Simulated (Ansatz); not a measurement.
## What TlBi (Pm-3m) distorts into

Wanted: the energy along a soft mode of TlBi (Pm-3m) and the structure at the end.

Calculated with Ansatz 0.2.0; DFT PBEsol, scalar-relativistic, plane waves, PAW; PAW set soft_1.

### Step 1. Set-up

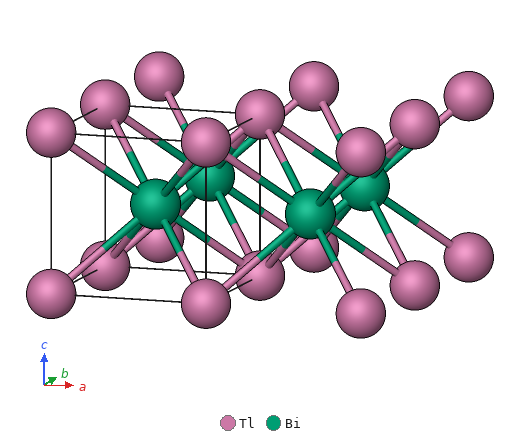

Start, viewed slightly off an axis; thallium pink, bismuth teal. 2×2×1 cells are drawn. Some periodic images of atoms are drawn too.

Structure file:

```cif
data_structure
_symmetry_space_group_name_H-M 'Pm-3m'
_symmetry_Int_Tables_number 221
_cell_length_a 3.8876
_cell_length_b 3.8876
_cell_length_c 3.8876
_cell_angle_alpha 90.000
_cell_angle_beta 90.000
_cell_angle_gamma 90.000
_cell_volume 58.75
loop_
_atom_site_label
_atom_site_type_symbol
_atom_site_symmetry_multiplicity
_atom_site_Wyckoff_symbol
_atom_site_fract_x
_atom_site_fract_y
_atom_site_fract_z
_atom_site_occupancy
Tl1 Tl 1 a 0.00000 0.00000 0.00000 1
Bi1 Bi 1 b 0.50000 0.50000 0.50000 1
```

### Step 2. The dispersion

The cell comes from relaxations at this level that are not shown. Stability and thermal properties need the whole zone. Linear response on a 4×4×4 q mesh gives force constants as far as a supercell of that size would.

The input, input.yaml:

```yaml
crystal:
  lattice:
    - [3.8875782353, 0.0, 0.0]
    - [0.0, 3.8875782353, 0.0]
    - [0.0, 0.0, 3.8875782353]
  atoms:
    - { symbol: Tl, position: [0.0, 0.0, 0.0] }
    - { symbol: Bi, position: [0.5, 0.5, 0.5] }
kpoints:
  mp_grid: { grid: [12, 12, 12] }
hamiltonian:
  xc: pbesol
  pseudopotentials: { kind: paw, azcp: { folder: soft_1 }, xc_functional: pbe }
scf:
  occupations: { method: methfessel_paxton, width: 0.2 }
output:
  eigenvalues: true
phonons:
  method: dfpt
  qmesh: [4, 4, 4]
  temperatures: { t_max: 1000, t_step: 50 }
  qpath:
    path:
      - [[0.0, 0.0, 0.0], [0.0, 0.5, 0.0], [0.5, 0.5, 0.0], [0.0, 0.0, 0.0], [0.5, 0.5, 0.5], [0.0, 0.5, 0.0]]
      - [[0.5, 0.5, 0.5], [0.5, 0.5, 0.0]]
    npoints: 10
```

On the command line:

```sh
> ansatz run input.yaml --threads 4 --pin off --max-ram 10240MiB --backend cpu --events-out ev --progress --plain --runs-dir out
```

Numbers of over 12 decimals in the logs are rounded to 6 here.

The log of the run:

```text
Engine: ansatz 0.2.0, aarch64-unknown-linux-gnu
Pseudopotentials: kind: paw
Pseudopotential: Tl, paw, valence charge 13, recommended cutoff 420 eV (normal), soft_1/Tl.paw.azcp
Pseudopotential: Bi, paw, valence charge 15, recommended cutoff 420 eV (normal), soft_1/Bi.paw.azcp
Functional definition: PBEsol
  exchange = pbesol_x
  correlation = pbesol_c
Crystal: 2 atoms, lattice volume = 58.754 Å³
Basis set: ecut = 420 eV, 1189 PW (Γ), exchange–correlation on 54×54×54 points (8 copies of the dense FFT grid, shifted against one another)
Bands: 18, of which v1, the nominal top of the filled ones, is band 14 counted from 1 (13 counted from 0)
Symmetry: 48 space group operations
k-points: 84 of 1728
Non-local potential: Tl, projectors of the file, l = 0: 2, l = 1: 2, l = 2: 2, l = 3: 1
Non-local potential: Bi, projectors of the file, l = 0: 2, l = 1: 2, l = 2: 2, l = 3: 1
PAW form: soft (Blöchl's): semilocal exchange-correlation on the pseudo side does not see the compensation charge
PAW frozen core: Tl, regenerated for the run's functional, and the local potential with it (the file was generated under x = pbe(κ = 0.804, μ = 0.219515), c = pbe(β = 0.066725))
PAW frozen core: Bi, regenerated for the run's functional, and the local potential with it (the file was generated under x = pbe(κ = 0.804, μ = 0.219515), c = pbe(β = 0.066725))
PAW one-centre angular grid: Tl, 590 points (default); XC on 64 Gauss nodes
PAW one-centre angular grid: Bi, 590 points (default); XC on 64 Gauss nodes
Initial density: superposition of atomic densities (chi_scale 0.1, normalization cell, long waves kept (reshape's long-wave potential 0.00 eV rms))
Initial wavefunctions: pseudopotential atomic-orbital guess
Functional: x = pbesol(κ = 0.804, μ = 0.123457), c = pbesol(β = 0.046)
SCF iter   1: F=—  HF=-23542.220583 eV  |F-HF|=—  |Δ(HF+E_count)|=         —  Δρ=1.85e-2  dr2=5.06e-1  ethr=3.10e-3  ⟨swp⟩=6.9  Hψ=17174  notcnv=0  defer=2
automatic band count: the SCF goes on with 22 bands, as 18 were too few: the levels above may hold too much charge
preconditioner: auto → Kerker (q_TF=auto, 2.411 Å⁻¹)  [metal: Δε(μ)=0.053 eV  Ē_g=20.212 eV  σ=0.200 eV  W_gap=0.22  n_scr=18 (ndim 8)  ℏωp=25.6 eV  f_vac=0.000  D(μ)=1.21/eV (n_scr^D=6)]
SCF iter   2: F=—  HF=-23542.087840 eV  |F-HF|=—  |Δ(HF+E_count)|=   1.33e-1  S|Δr|=    0.00e0  Δρ=1.10e-2  dr2=1.93e-1  ethr=1.81e-3  ⟨swp⟩=1.5  Hψ=2578  notcnv=0  defer=107
SCF iter   3: F=—  HF=-23542.011987 eV  |F-HF|=—  |Δ(HF+E_count)|=   7.59e-2  S|Δr|=    0.00e0  Δρ=1.60e-3  dr2=3.01e-3  ethr=6.89e-4  ⟨swp⟩=2.8  Hψ=2948  notcnv=0  defer=107
SCF iter   4: F=—  HF=-23542.011198 eV  |F-HF|=—  |Δ(HF+E_count)|=   7.89e-4  S|Δr|=    0.00e0  Δρ=2.01e-4  dr2=1.74e-5  ethr=1.08e-5  ⟨swp⟩=2.1  Hψ=2406  notcnv=0  defer=135
SCF iter   5: F=—  HF=-23542.011201 eV  |F-HF|=—  |Δ(HF+E_count)|=   2.57e-6  S|Δr|=    0.00e0  Δρ=8.09e-5  dr2=3.22e-6  ethr=6.21e-8  ⟨swp⟩=2.0  Hψ=2369  notcnv=0  defer=137
SCF iter   6: F=—  HF=-23542.011204 eV  |F-HF|=—  |Δ(HF+E_count)|=   3.63e-6  S|Δr|=    0.00e0  Δρ=2.11e-5  dr2=2.87e-7  ethr=1.15e-8  ⟨swp⟩=2.7  Hψ=2849  notcnv=0  defer=137
SCF iter   7: F=—  HF=-23542.011199 eV  |F-HF|=—  |Δ(HF+E_count)|=   5.15e-6  S|Δr|=    0.00e0  Δρ=2.79e-6  dr2=3.69e-9  ethr=1.02e-9  ⟨swp⟩=1.4  Hψ=1905  notcnv=0  defer=197
SCF iter   8: F=—  HF=-23542.011199 eV  |F-HF|=—  |Δ(HF+E_count)|=   2.51e-9  S|Δr|=    0.00e0  Δρ=6.91e-7  dr2=2.28e-10  ethr=1.32e-11  ⟨swp⟩=2.6  Hψ=2765  notcnv=0  defer=197
SCF iter   9: F=-23542.011199 eV  HF=-23542.011199 eV  |F-HF|=7.28e-12  |Δ(HF+E_count)|=  5.09e-11  S|Δr|=    0.00e0  Δρ=9.18e-8  dr2=3.97e-12  ethr=1.00e-12  ⟨swp⟩=9.8  Hψ=11654  notcnv=0
SCF 1 converged in 9 iterations: F = -23542.011199 eV  dr2 = 3.97e-12
  greatest PAW one-centre occupation: 0.988 electrons in one spin orbital (limit 2), on the Bi atom at site 1 (counted from 0), in its partial waves of l = 2
Initial density: read from a saved state, or passed on in memory by an earlier SCF of this step, an earlier step, the calling program or the single point that the run made first
iter 1 solved again at ethr=1.10e-7 eV; its pass at ethr=3.10e-3 eV (dr2=3.09e-5 eV) is discarded
SCF iter   1: F=—  HF=-23542.011201 eV  |F-HF|=—  |Δ(HF+E_count)|=         —  Δρ=4.92e-7  dr2=8.43e-11  ethr=1.10e-7  ⟨swp⟩=3.2  Hψ=11933  notcnv=0
eigensolver tolerance schedule: the retry pair's looser diagonalisation over-reported the residual by 366314.51 of it (diagonalisation noise at an unbounded share of the residual, at the tolerance the schedule requests for it); recorded, not acted on — ethr = c·dr2/N_el stays at c = 1.0e-1
preconditioner: auto → Kerker (q_TF=auto, 2.411 Å⁻¹)  [metal: Δε(μ)=0.033 eV  Ē_g=17.154 eV  σ=0.200 eV  W_gap=0.14  n_scr=18 (ndim 8)  ℏωp=25.6 eV  f_vac=0.000  D(μ)=1.26/eV (n_scr^D=6)]
SCF iter   2: F=—  HF=-23542.011199 eV  |F-HF|=—  |Δ(HF+E_count)|=   1.68e-6  S|Δr|=    0.00e0  Δρ=3.22e-7  dr2=3.67e-11  ethr=1.00e-12  ⟨swp⟩=3.2  Hψ=3550  notcnv=0
SCF iter   3: F=—  HF=-23542.011199 eV  |F-HF|=—  |Δ(HF+E_count)|=  1.46e-11  S|Δr|=    0.00e0  Δρ=2.09e-7  dr2=1.47e-11  ethr=1.00e-12  ⟨swp⟩=1.0  Hψ=1512  notcnv=0
SCF iter   4: F=-23542.011199 eV  HF=-23542.011199 eV  |F-HF|=1.82e-11  |Δ(HF+E_count)|=  3.64e-12  S|Δr|=    0.00e0  Δρ=7.15e-8  dr2=2.28e-12  ethr=1.00e-12  ⟨swp⟩=3.2  Hψ=3751  notcnv=0
SCF 2 converged in 4 iterations: F = -23542.011199 eV  dr2 = 2.28e-12
phonons: the bands overlap, so this run is a metal and interpolates without the dipole-dipole term. If the crystal is really an insulator or semiconductor, its LO-TO splitting is missing
NSCF: frozen V_eff on 84 k-points
NSCF: frozen V_eff on 196 k-points
DFPT response loops at q = (0, 0, 0) (fractional): preconditioner auto → Kerker (q_TF=auto, 2.411 Å⁻¹) (partly filled bands, converged f_vac=0.000); β = 1.00, the filter's whole step (`scf.mixing.beta` (0.50) is not read by the response loops under this deck's `scf.mixing.preconditioner`; to damp them name `kerker` or `kerker_dos`, under which they read `scf.mixing.beta`, and type it under 1.00, their step now; both keys bind the ground state too); Broyden in place of MSR1
NSCF: frozen V_eff on 1176 k-points
DFPT response loops at q = (0, 0, 0.25) (fractional): mixed as the last ones told, above
NSCF: frozen V_eff on 686 k-points
DFPT response loops at q = (0, 0, -0.5) (fractional): mixed as the last ones told, above
NSCF: frozen V_eff on 2016 k-points
DFPT response loops at q = (0, 0.25, 0.25) (fractional): mixed as the last ones told, above
NSCF: frozen V_eff on 1176 k-points
DFPT response loops at q = (0, 0.25, -0.5) (fractional): mixed as the last ones told, above
NSCF: frozen V_eff on 686 k-points
DFPT response loops at q = (0, -0.5, -0.5) (fractional): mixed as the last ones told, above
NSCF: frozen V_eff on 1872 k-points
DFPT response loops at q = (0.25, 0.25, 0.25) (fractional): mixed as the last ones told, above
NSCF: frozen V_eff on 2016 k-points
DFPT response loops at q = (0.25, 0.25, -0.5) (fractional): mixed as the last ones told, above
NSCF: frozen V_eff on 1176 k-points
DFPT response loops at q = (0.25, -0.5, -0.5) (fractional): mixed as the last ones told, above
NSCF: frozen V_eff on 392 k-points
DFPT response loops at q = (-0.5, -0.5, -0.5) (fractional): mixed as the last ones told, above
SCF converged after 9 iterations
Stability not checked: this state was not tested for a lower state beside it, because cold or Methfessel-Paxton smearing, or corrected tetrahedra, fill the levels in a way that the test cannot read (fill_not_monotonic; see scf.lower_state_search)
Free energy (F): -23542.011199 eV
Harris-Foulkes:  -23542.011199 eV  (|F-HF|=7.28e-12)
Internal energy: -23542.011549 eV  (E = F + TS)
E sigma→0 (E₀):  -23542.011287 eV
Entropy (-TS):   0.000350 eV (0.175 meV/atom)
Fermi energy:    11.236046 eV
--- Per-component energies (eV) ---
  E_band       = -68.453361
  E_kinetic    = 520.817324
  E_local      = -1990.693247  (includes V_loc(G=0)·N_el)
  E_nonlocal   = 727.187254
  E_hartree    = 732.476998
  E_xc         = -335.424427
  E_vxc        = -255.100371  (∫ρ·V_xc dr)
  E_paw        = -20546.929266  (= ΣΔE_a)
  E_vpaw       = -535.618507  (= ΣTr[D̂ρ^β])
  E_aug_tail   = 0.000171  (compensation charges beyond the density's cutoff)
  E_ewald      = -2649.574484
  E_core_change = 0.128127  (= ΣΔE_core)
  E_smearing   = 0.000350  (= −TS)
  E_closure    = -0.000000  (closes the sum)
  Σ components = -23542.011199   (vs F -23542.011199, Δ=0.00e0)
--- Band table (eV; the first three rows and the last of 84) ---
  k-point 0: bands = [... 10 lower, -0.0155, 6.7897, 10.7002, 10.7002, 10.7002, 16.1138, 16.1138, 19.5060, ... 4 higher]
  k-point 1: bands = [... 10 lower, -0.0156, 6.5657, 10.6982, 10.7876, 10.7876, 16.1549, 16.5162, 18.8688, ... 4 higher]
  k-point 2: bands = [... 10 lower, -0.0159, 5.9729, 10.7645, 11.0447, 11.0447, 16.2777, 17.2119, 17.9779, ... 4 higher]
  k-point 83: bands = [... 10 lower, 1.4758, 6.8676, 9.5703, 9.5703, 9.5703, 11.1171, 11.1171, 11.1171, ... 4 higher]
--- Phonons (Γ-DFPT): 2 representative perturbations + reference (Σ response iterations 5) ---
  ASR residual: 4.219e-5 → 0.000e0 eV/Å²; symmetrization residual: 6.212e-5 eV/Å²
  ASR residual per site (eV/Å²): 4.13e-6 4.22e-5
  Γ frequencies (cm⁻¹): 0.00 0.00 0.00 67.39 67.39 67.39
--- Phonons (arbitrary-q DFPT): 10 irreducible q on the 4×4×4 mesh ---
  q = [0.0000, 0.0000, 0.0000] (star 1, of the zone-centre solve; hermiticity 7.20e-5, symmetrization 2.05e-11): -0.00 -0.00 0.00 67.39 67.39 67.39
  q = [0.0000, 0.0000, 0.2500] (star 6, 4 solved perturbations in 1848 linear systems a pass and spin channel, the states on 588 of 1728 k-point pairs; hermiticity 6.53e-5, symmetrization 8.91e-13): 25.89 25.89 33.14 61.06 61.06 65.89
  q = [0.0000, 0.0000, -0.5000] (star 3, 4 solved perturbations in 1078 linear systems a pass and spin channel, the states on 343 of 1728 k-point pairs; hermiticity 1.38e-13, symmetrization 6.26e-12): 38.37 47.56 47.56 50.06 50.06 62.17
  q = [0.0000, 0.2500, 0.2500] (star 12, 4 solved perturbations in 3108 linear systems a pass and spin channel, the states on 1008 of 1728 k-point pairs; hermiticity 9.70e-5, symmetrization 2.47e-12): -19.41 25.10 31.09 55.04 60.71 69.43
  q = [0.0000, 0.2500, -0.5000] (star 12, 6 solved perturbations on 588 of 1728 k-point pairs; hermiticity 7.39e-5, symmetrization 2.29e-13): -11.51 12.08 45.56 49.79 68.39 75.65
  q = [0.0000, -0.5000, -0.5000] (star 3, 4 solved perturbations in 1078 linear systems a pass and spin channel, the states on 343 of 1728 k-point pairs; hermiticity 1.11e-4, symmetrization 5.38e-13): -17.64 -17.64 47.01 49.46 78.74 78.74
  q = [0.2500, 0.2500, 0.2500] (star 8, 2 solved perturbations on 936 of 1728 k-point pairs; hermiticity 3.61e-5, symmetrization 5.10e-12): -26.41 19.13 19.13 65.79 65.79 68.40
  q = [0.2500, 0.2500, -0.5000] (star 12, 4 solved perturbations in 3108 linear systems a pass and spin channel, the states on 1008 of 1728 k-point pairs; hermiticity 3.04e-5, symmetrization 5.62e-12): -15.70 16.35 37.84 56.38 68.42 72.03
  q = [0.2500, -0.5000, -0.5000] (star 6, 4 solved perturbations in 1848 linear systems a pass and spin channel, the states on 588 of 1728 k-point pairs; hermiticity 5.23e-5, symmetrization 4.42e-12): 21.66 24.98 24.98 54.43 74.79 74.79
  q = [-0.5000, -0.5000, -0.5000] (star 1, 2 solved perturbations on 196 of 1728 k-point pairs; hermiticity 2.03e-13, symmetrization 1.64e-11): 45.48 45.48 45.48 61.54 61.54 61.54
  sum rule: each row above includes the acoustic sum rule's correction from the zone centre's row sums; it moved no ω² by more than (0.23 cm⁻¹)²
  mesh force constants: q→R imaginary residual 4.12e-18; ASR residual 4.219e-5 → 0.000e0 eV/Å²; symmetrization residual 1.776e-15 eV/Å²
  interpolated dispersion: 62 rows × 6 modes
  density of states and harmonic sums: on the 16×16×16 q-mesh, interpolated from the force constants of a 4×4×4 supercell (no non-analytic term)
  largest difference from the sums on the solved wave vectors: F 9.04e-3 eV, S 1.26e-5 and C_V 1.87e-6 eV/K
  zero-point energy: 0.015635 eV/cell   skipped modes (ω ≤ 0): 129, of them read as no rigid motion or as one in doubt: 126 (8.491e-1 modes/cell left out, lowest -26.90 cm⁻¹)   left out of the sums: 1.42e-1 of the cell's modes: C_V's classical limit lies that fraction below 3 k_B per atom; for a crystal, a wire or a layer, F and S can be off by more, and a phonons.interpolated_qmesh denser along its periods is the remedy for the sampling
```

Wall time 7.3 min (4 threads of Arm Neoverse V1, shared host); peak memory 2.7 GiB; 29 min of CPU time.

Reading the cycles: dr2 is the Hartree energy of the density residual (eV), the measure of convergence; HF is the Harris–Foulkes estimate of the energy, which meets the free energy F at convergence.

This step gave:

| Property | Result |
| --- | --- |
| volume per atom | 29.38 Å³ |
| gap on the k-mesh | 0 eV |
| sum-rule residual before enforcement | 4.22e-5 eV/Å² |
| lowest frequency on the path | -26.77 cm⁻¹ |
| point group | m-3m |
| highest frequency on the path or at a solved wavevector | 78.74 cm⁻¹ |
| highest optical mode at the zone centre (no LO-TO term) | 67.39 cm⁻¹ |
| lowest optical zone-centre mode | 67.39 cm⁻¹ |
| lowest mode on the q mesh (acoustic modes at Γ apart) | -26.41 cm⁻¹ |

Frequencies (cm⁻¹) solved at each irreducible wavevector; negative means imaginary. Frequencies by wavevector, by row:

```tsv
q in reciprocal lattice units	star	mode 1	mode 2	mode 3	mode 4	mode 5	mode 6
0 0 0	1	0	0	0	67.4	67.4	67.4
0 0 0.25	6	25.9	25.9	33.1	61.1	61.1	65.9
0 0 -0.5	3	38.4	47.6	47.6	50.1	50.1	62.2
0 0.25 0.25	12	-19.4	25.1	31.1	55	60.7	69.4
0 0.25 -0.5	12	-11.5	12.1	45.6	49.8	68.4	75.7
0 -0.5 -0.5	3	-17.6	-17.6	47	49.5	78.7	78.7
0.25 0.25 0.25	8	-26.4	19.1	19.1	65.8	65.8	68.4
0.25 0.25 -0.5	12	-15.7	16.4	37.8	56.4	68.4	72
0.25 -0.5 -0.5	6	21.7	25	25	54.4	74.8	74.8
-0.5 -0.5 -0.5	1	45.5	45.5	45.5	61.5	61.5	61.5
```

Interpolated from a 4×4×4 q mesh. Phonon branches along the path, in cm⁻¹:

```tsv
point	branch 1	branch 2	branch 3	branch 4	branch 5	branch 6
Γ	0	0	0	67	67	67
X	38	48	48	50	50	62
M	-18	-18	47	50	79	79
Γ	0	0	0	67	67	67
R	46	46	46	62	62	62
X	38	48	48	50	50	62
jump to R	46	46	46	62	62	62
M	-18	-18	47	50	79	79
```

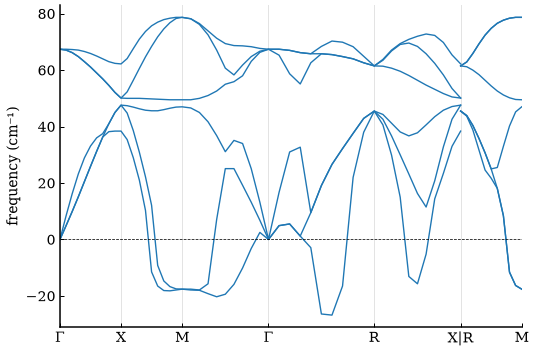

Phonon branches along the path.

Symmetry leaves 10 wavevectors to solve. The lowest mode among them, the acoustic zeros apart, lies at q = (0.25, 0.25, 0.25) and is imaginary, 26.4i cm⁻¹, so the energy falls along it.

### Step 3. The mode frozen in, largest atomic shift 0 Å

The mode followed lies at q = (0, 0.25, 0.25) with frequency 19.4i cm⁻¹, one of the unstable modes though not the softest. At small amplitude the distorted cell has space group no. 51 by a symmetry search on the positions. The undistorted cell that holds it gives the zero of energy on the same k mesh.

System of this step: TlBi. Symmetry: Pm-3m, No. 221, cubic system. Conventional cell: a = 3.888 Å, b = 3.888 Å, c = 3.888 Å, α = 90.00°, β = 90.00°, γ = 90.00°. Tl has 8 Bi at 3.37 Å nearest. Nearest to Bi lie 8 Tl at 3.37 Å. Farther neighbours are not listed.

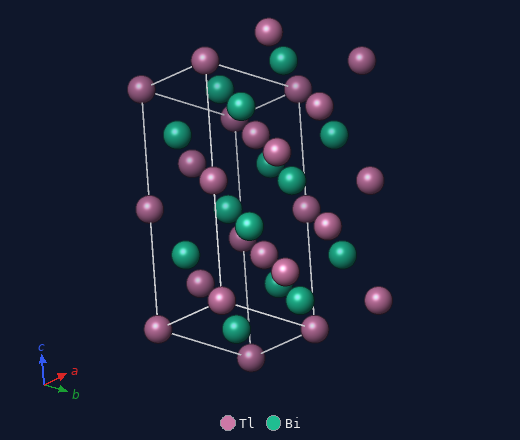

The cell of this step (thallium pink, bismuth teal). 2×1×1 cells are drawn. Some periodic images of atoms are drawn too.

input.yaml, the sections that differ from step 2:

```yaml
crystal:
  lattice:
    - [3.8875782353, 0.0, 0.0]
    - [0.0, 3.8875782353, -3.8875782353]
    - [0.0, 7.7751564706, 7.7751564706]
  atoms:
    - { symbol: Tl, position: [0.0, 0.0, 0.0] }
    - { symbol: Tl, position: [0.0, 0.5, 0.25] }
    - { symbol: Tl, position: [0.0, 0.0, 0.5] }
    - { symbol: Tl, position: [0.0, 0.5, 0.75] }
    - { symbol: Bi, position: [0.5, 0.0, 0.25] }
    - { symbol: Bi, position: [0.5, 0.5, 0.5] }
    - { symbol: Bi, position: [0.5, 0.0, 0.75] }
    - { symbol: Bi, position: [0.5, 0.5, 0.0] }
kpoints:
  mp_grid: { grid: [10, 8, 4] }
output:
  forces: true
  stress: true
  eigenvalues: true
# hamiltonian, scf: as in step 2
# phonons: removed
```

The log of the run:

```text
[...]
Crystal: 8 atoms, lattice volume = 235.016 Å³
Basis set: ecut = 420 eV, 4651 PW (Γ), exchange–correlation on 54×80×150 points (8 copies of the dense FFT grid, shifted against one another)
Bands: 68, of which v1, the nominal top of the filled ones, is band 56 counted from 1 (55 counted from 0)
Symmetry: 32 space group operations
[...]
k-points: 90 of 320
[...]
k-point 0: bands = [... 52 lower, 10.6981, 10.6995, 10.6995, 12.0560, 12.0560, 12.4269, 12.4269, 13.2473, ... 8 higher]
  k-point 1: bands = [... 52 lower, 10.4539, 10.7888, 10.7961, 11.0218, 11.5191, 12.5780, 12.5951, 13.2003, ... 8 higher]
  k-point 2: bands = [... 52 lower, 9.8653, 9.8653, 11.0801, 11.0801, 11.7674, 11.7674, 13.0030, 13.0030, ... 8 higher]
  k-point 89: bands = [... 52 lower, 8.2536, 8.2536, 8.2536, 8.2536, 12.1967, 12.1967, 12.1967, 12.1967, ... 8 higher]
[key lines of the parts left out:]
SCF converged after 7 iterations
Free energy (F): -94168.079382 eV
Fermi energy:    11.140401 eV
P = ⅓ Tr σ = 0.1169 GPa (1.169 kbar)
```

Wall time 16 s (4 threads); peak memory 1.2 GiB; 64 s of CPU time.

This step gave:

- pressure: 0.1169 GPa
- energy from the undistorted cell: 0 meV/atom

The run ends at a pressure of 0.12 GPa.

### Step 4. The mode frozen in, largest atomic shift 0.6 Å

The atoms are moved along the unstable eigenvector, the largest shift by 0.6 Å, with the cell fixed.

input.yaml, the sections that differ from step 3:

```yaml
crystal:
  lattice:
    - [3.8875782353, 0.0, 0.0]
    - [0.0, 3.8875782353, -3.8875782353]
    - [0.0, 7.7751564706, 7.7751564706]
  atoms:
    - { symbol: Tl, position: [0.0, -0.0962370071, 0.0] }
    - { symbol: Tl, position: [0.0, 0.5, 0.25] }
    - { symbol: Tl, position: [0.0, 0.0962370071, 0.5] }
    - { symbol: Tl, position: [0.0, 0.5, 0.75] }
    - { symbol: Bi, position: [0.5, 0.0, 0.25] }
    - { symbol: Bi, position: [0.5, 0.6091332555, 0.5] }
    - { symbol: Bi, position: [0.5, 0.0, 0.75] }
    - { symbol: Bi, position: [0.5, 0.3908667445, 0.0] }
# kpoints, hamiltonian, scf, output: as in step 3
```

The log of the run:

```text
[...]
Crystal: 8 atoms, lattice volume = 235.016 Å³
Basis set: ecut = 420 eV, 4651 PW (Γ), exchange–correlation on 54×80×150 points (8 copies of the dense FFT grid, shifted against one another)
Bands: 68, of which v1, the nominal top of the filled ones, is band 56 counted from 1 (55 counted from 0)
Symmetry: 8 space group operations
[...]
k-points: 90 of 320
[...]
k-point 0: bands = [... 52 lower, 10.3155, 10.6909, 11.4285, 12.0382, 12.0505, 12.0706, 12.4090, 13.4035, ... 8 higher]
  k-point 1: bands = [... 52 lower, 9.9127, 10.7875, 10.8171, 11.5040, 11.7793, 12.6045, 12.7770, 13.3272, ... 8 higher]
  k-point 2: bands = [... 52 lower, 9.6050, 9.6050, 11.0679, 11.0679, 12.4371, 12.4371, 13.0642, 13.0642, ... 8 higher]
  k-point 89: bands = [... 52 lower, 8.1952, 8.1952, 8.3346, 8.3346, 11.7300, 11.7300, 12.9026, 12.9026, ... 8 higher]
[key lines of the parts left out:]
SCF converged after 8 iterations
Free energy (F): -94168.191665 eV
Fermi energy:    11.170997 eV
P = ⅓ Tr σ = 0.5934 GPa (5.934 kbar)
```

It took 18 s on 4 threads; peak memory 1.2 GiB; 69 s of CPU time.

This step gave:

```
pressure                         : 0.5934 GPa
energy from the undistorted cell : -13.82 meV/atom
```

The energy, extrapolated to zero smearing, is -13.82 meV/atom against the undistorted cell.

The run ends at a pressure of 0.59 GPa, with forces up to 0.10 eV/Å.

(Continued in part 2 of 2.)

[Logs are printed without paths, hosts, clocks, repeated set-up lines and the standing remarks that a program may print on its own settings, such as how far it seeks lower states.]

[Hosts, paths, dates, database ids (printed as entryN), source tags and the programs' standing remarks are cut or masked in the printed files.]
